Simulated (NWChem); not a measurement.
**C2H5O (SMILES CC[O]): levels of theory compared**

Aim: a comparison of 3 runs (UHF/def2-SVP, UTPSSh/6-311+G**, UPBE0/def2-SVP) of C2H5O. 

The results are computed with NWChem 7.3.0.

### 1 The molecule

C2H5O: 8 atoms, total charge 0, spin state doublet. SMILES: `CC[O]`. The shape is that of a PBE0-D4/def2-TZVP optimisation.

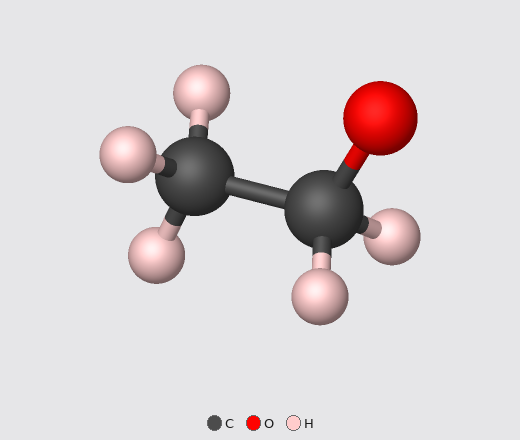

The structure, seen from a chosen angle (carbon dark grey, oxygen red, hydrogen pink).

### 2 Energy and gradient at UHF/def2-SVP (run 1)

Input file c2h5o.nw:

```
echo
start c2h5o
title "C2H5O hf"
memory total 2200 mb
charge 0
geometry noautosym nocenter noautoz
   C     -0.448800     0.594100    -0.264500
   C      0.392800    -0.560600     0.239800
   O      1.676500    -0.263400     0.560000
   H     -1.464700     0.263300    -0.495200
   H     -0.010900     1.018500    -1.170000
   H     -0.505800     1.382200     0.488700
   H      0.422200    -1.394700    -0.489000
   H     -0.061300    -1.039300     1.130100
end
basis spherical bse
   * library def2-SVP
end
scf
   doublet
   uhf
   thresh 1e-08
   maxiter 80
   print medium
end
task scf gradient
```

Run with:

```sh
nwchem c2h5o.nw > c2h5o.out
```

What it wrote:

```text
[...]
  functions       =    67
[...]
  wavefunction    = UHF
[...]
         Total SCF energy =   -153.343734958434
      One electron energy =   -355.844050350624
      Two electron energy =    127.988167371126
 Nuclear repulsion energy =     74.512148021064
                       Sz =      0.5000
                 Sz(Sz+1) =      0.7500
                      S^2 =      0.7580
[...]
                         UHF ENERGY GRADIENTS
    atom               coordinates                        gradient
                 x          y          z           x          y          z
   1 C      -0.848109   1.122686  -0.499833   -0.001575  -0.002207   0.000069
   2 C       0.742284  -1.059380   0.453156    0.016296   0.021928  -0.000022
   3 O       3.168126  -0.497754   1.058247   -0.011277  -0.006077  -0.002024
   4 H      -2.767882   0.497565  -0.935792   -0.001245   0.000155  -0.000401
   5 H      -0.020598   1.924686  -2.210979    0.000478  -0.000331  -0.000285
   6 H      -0.955823   2.611979   0.923509    0.000211  -0.000153   0.000562
   7 H       0.797842  -2.635601  -0.924076   -0.000745  -0.007177  -0.001310
   8 H      -0.115840  -1.963992   2.135579   -0.002143  -0.006139   0.003412
[...]
```

It took 13 s on 1 thread of Intel Xeon 6975P-C (Granite Rapids), shared host; peak memory 0.1 GiB.

### 3 Energy and gradient at UTPSSh/6-311+G(d,p) (run 2)

Input file run.py:

```python
from ase import Atoms
from ase.calculators.nwchem import NWChem

mol = Atoms('CCOHHHHH', positions=[
    [-0.448800, 0.594100, -0.264500],
    [0.392800, -0.560600, 0.239800],
    [1.676500, -0.263400, 0.560000],
    [-1.464700, 0.263300, -0.495200],
    [-0.010900, 1.018500, -1.170000],
    [-0.505800, 1.382200, 0.488700],
    [0.422200, -1.394700, -0.489000],
    [-0.061300, -1.039300, 1.130100],
])

calc = NWChem(
    label='struct',
    theory='dft',
    memory='2200 mb',
    basis='6-311+G**',
    basispar='spherical bse',
    dft={'xc': 'xctpssh', 'mult': '2', 'grid': 'fine', 'convergence': 'energy 1e-08', 'iterations': '100', 'mulliken': None, 'print': 'low'},
)
mol.calc = calc

forces = mol.get_forces()
print(f"energy = {mol.get_potential_energy():.6f} eV")
print("forces (eV/A):")
for s, f in zip(mol.symbols, forces):
    print(f"{s:2s} {f[0]:10.5f} {f[1]:10.5f} {f[2]:10.5f}")
```

Run with:

```sh
export ASE_NWCHEM_COMMAND="nwchem PREFIX.nwi > PREFIX.nwo"
python run.py
```

What it wrote:

```text
energy = -4202.121990 eV
forces (eV/A):
C    -0.14815    0.20816   -0.09148
C    -0.27562   -0.24621   -0.02767
O     0.48563    0.08459    0.12573
H    -0.06608   -0.02155   -0.01507
H     0.01918    0.02309   -0.04484
H    -0.00504    0.04186    0.03636
H     0.01106   -0.05605   -0.04201
H    -0.02098   -0.03384    0.05893
```

The calculator wrote struct.nwi:

```
title "struct"

permanent_dir struct

scratch_dir struct

start struct

geometry units angstrom nocenter noautosym noautoz
  C  -4.4879999999999998e-01 5.9409999999999996e-01 -2.6450000000000001e-01
  C  3.9279999999999998e-01 -5.6059999999999999e-01 2.3980000000000001e-01
  O  1.6765000000000001e+00 -2.6340000000000002e-01 5.6000000000000005e-01
  H  -1.4646999999999999e+00 2.6329999999999998e-01 -4.9519999999999997e-01
  H  -1.0900000000000000e-02 1.0185000000000000e+00 -1.1699999999999999e+00
  H  -5.0580000000000003e-01 1.3822000000000001e+00 4.8870000000000002e-01
  H  4.2220000000000002e-01 -1.3947000000000001e+00 -4.8899999999999999e-01
  H  -6.1300000000000000e-02 -1.0392999999999999e+00 1.1301000000000001e+00
end

memory 2200 mb

basis spherical bse noprint
   * library 6-311+G**
end

dft
  xc xctpssh
  mult 2
  grid fine
  convergence energy 1e-08
  iterations 100
  mulliken
  print low
end

task dft gradient
```

struct.nwo:

```text
Northwest Computational Chemistry Package (NWChem) 7.3.0
             --------------------------------------------------------

           Job information
           ---------------

    nwchem branch   = 7.3.0
    use scalapack   = T
    input           = struct.nwi
    prefix          = struct.
    data base       = struct/struct.db
    status          = startup
    nproc           =        1

           Memory information
           ------------------

[... 5 lines left out ...]
    hardfail = no
[... 38 lines left out ...]
            Nuclear Dipole moment (a.u.)
[... 103 lines left out ...]
         Total DFT energy =     -154.425136094106
[... 1 line left out ...]
           Coulomb energy =      148.733687791488
[... 1 line left out ...]
 Nuclear repulsion energy =       74.512148021064
[... 58 lines left out ...]
                         DFT ENERGY GRADIENTS

    atom               coordinates                        gradient
                 x          y          z           x          y          z
   1 C      -0.848109   1.122686  -0.499833    0.002881  -0.004048   0.001779
   2 C       0.742284  -1.059380   0.453156    0.005360   0.004788   0.000538
   3 O       3.168126  -0.497754   1.058247   -0.009444  -0.001645  -0.002445
[... 4 lines of this table left out ...]
   8 H      -0.115840  -1.963992   2.135579    0.000408   0.000658  -0.001146

 Task  times  cpu:       32.9s     wall:       32.9s
 Total times  cpu:       32.9s     wall:       32.9s
```

It took 34 s on 1 thread of Intel Xeon 6975P-C (Granite Rapids), shared host; peak memory 0.12 GiB.

### 4 Energy and gradient at UPBE0/def2-SVP (run 3)

Input file calc.nw:

```
start calc
title "C2H5O PBE0"
memory stack 880 mb heap 220 mb global 1100 mb
geometry noautosym nocenter noautoz
   C       -0.448800       0.594100      -0.264500
   C        0.392800      -0.560600       0.239800
   O        1.676500      -0.263400       0.560000
   H       -1.464700       0.263300      -0.495200
   H       -0.010900       1.018500      -1.170000
   H       -0.505800       1.382200       0.488700
   H        0.422200      -1.394700      -0.489000
   H       -0.061300      -1.039300       1.130100
end
basis spherical bse
   * library def2-SVP
end
dft
   xc pbe0
   mult 2
   grid xfine
   convergence energy 1e-08
   iterations 100
   mulliken
   print medium
end
task dft gradient
```

Run with:

```sh
nwchem calc.nw > calc.out
```

What it wrote:

```text
[...]
          Wavefunction type:  spin polarized.
          No. of atoms     :     8
          No. of electrons :    25
[...]
          Charge           :     0
          Spin multiplicity:     2
[...]
          AO basis - number of functions:    67
[...]
              XC Information
              --------------
                         PBE0 Method XC Functional
                     Hartree-Fock (Exact) Exchange  0.250
          PerdewBurkeErnzerhof Exchange Functional  0.750
            Perdew 1991 LDA Correlation Functional  1.000 local
           PerdewBurkeErnz. Correlation Functional  1.000 non-local
[...]
 d= 0,ls=0.0,diis     1   -153.9655342592 -2.28D+02  1.22D-02  1.29D-01     3.0
[...]
 d= 0,ls=0.0,diis    11   -154.0747987657 -4.75D-09  2.85D-07  7.98D-10    29.9
[...]
         Total DFT energy =     -154.074798765740
      One electron energy =     -356.208446705070
           Coulomb energy =      148.695764384489
    Exchange-Corr. energy =      -21.074264466222
 Nuclear repulsion energy =       74.512148021064
[...]
      Total Density - Mulliken Population Analysis
     ---------------------------------------------
    Atom       Charge   Shell Charges
 -----------   ------   -------------------------------------------------------
    1 C    6     6.09   1.99  0.89  0.16  2.13  0.90  0.03
    2 C    6     5.94   1.99  0.92  0.15  2.08  0.74  0.07
    3 O    8     8.24   1.99  1.12  0.78  2.72  1.62  0.01
    4 H    1     0.96   0.74  0.20  0.02
    5 H    1     0.95   0.74  0.18  0.02
    6 H    1     0.95   0.74  0.18  0.02
    7 H    1     0.94   0.73  0.18  0.02
    8 H    1     0.93   0.73  0.18  0.02
[...]
      <S2> =      0.7535 (Exact =     0.7500)
[...]
  wavefunction    = open shell
[...]
```

Wall time 35 s (1 thread of Intel Xeon 6975P-C (Granite Rapids), shared host); peak memory 0.14 GiB.

### 5 The series

| run | level | iteration cap | module | energy (Eh) | dipole moment (D) | HOMO energy (eV) | LUMO energy (eV) | wall time |
| --- | --- | --- | --- | --- | --- | --- | --- | --- |
| 1 | UHF/def2-SVP | 80 | scf | -153.343735 | 1.96 | -11.87 | 3.33 | 13 s |
| 2 | UTPSSh/6-311+G** | 100 | dft | -154.425136 | – | – | – | 34 s |
| 3 | UPBE0/def2-SVP | 100 | dft | -154.074799 | 1.99 | -7.39 | -3.10 | 35 s |

### 6 Summary of results

```
                                 quantity          value
                      run 3: total energy  -154.07480 Eh
                     run 3: dipole moment         1.99 D
run 3: HOMO energy (highest over α and β)       -7.39 eV
 run 3: LUMO energy (lowest over α and β)       -3.10 eV
                              run 3: ⟨S²⟩          0.753
          run 3: largest force on an atom     0.402 eV/Å
```

Totals of different functionals can't be ranked against each other. All runs together took 81 s, the longest 35 s.
